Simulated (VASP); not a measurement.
Band structure of Rb (bcc). These are optB88-vdW, VASP's PBE PAW potentials (set 64) (plane waves; VASP 6.6.1) values and carry that method's errors.

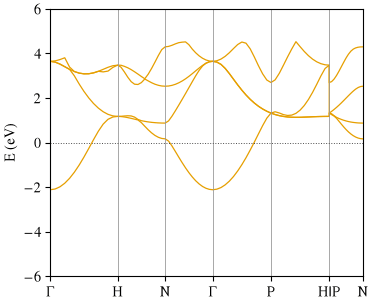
Figure: Bands along high-symmetry lines, zero at the valence-band maximum or, without a gap, the Fermi level

Q: Read the plot: is there a gap, and where are the band edges?

A: It has no gap at this level: it comes out as a metal or semimetal. (Edges off the drawn lines would not show.)

The compound is Rb in the bcc structure. It was relaxed first, which changed the volume by -7 %.
